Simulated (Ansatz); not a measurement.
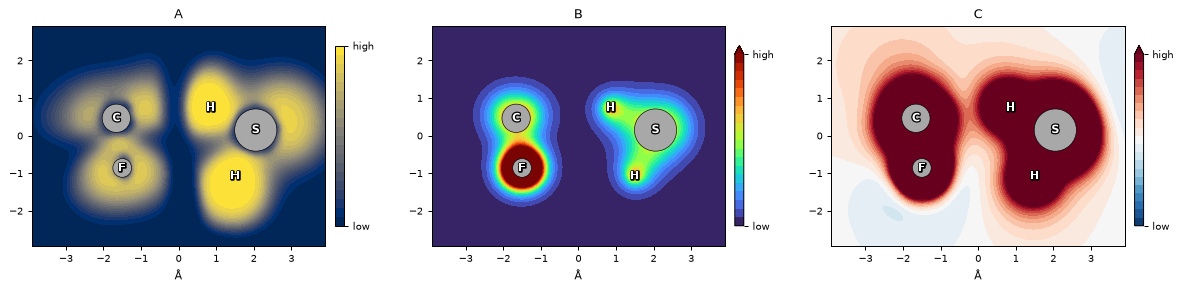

H2S···CH2F (doublet): 3 fields on the plane of atoms H1, S4 and H7, with unlabelled colour scales. Grey discs cover the atomic cores.

The product side of a reaction path; geometry: PBE0-D4/def2-TZVP.

Level of theory: Ansatz, UKS PBE0-D4/def2-TZVPP.

> Which field does each panel show? The fields are: electron density, electron localisation function and electrostatic potential.

Panel A: electron localisation function. Panel B: electron density. Panel C: electrostatic potential (strongly positive close to the atoms and fading to about zero outside). From the grid: C2···H1 (2.52 Å): the density falls to about 0.07 e/Å³ on the way; the ELF dips to about 0.05 between them. C–F (1.33 Å): ρ is about 2.4 e/Å³ halfway; the ELF peaks at about 0.85 between the atoms, as expected for a polar covalent bond.
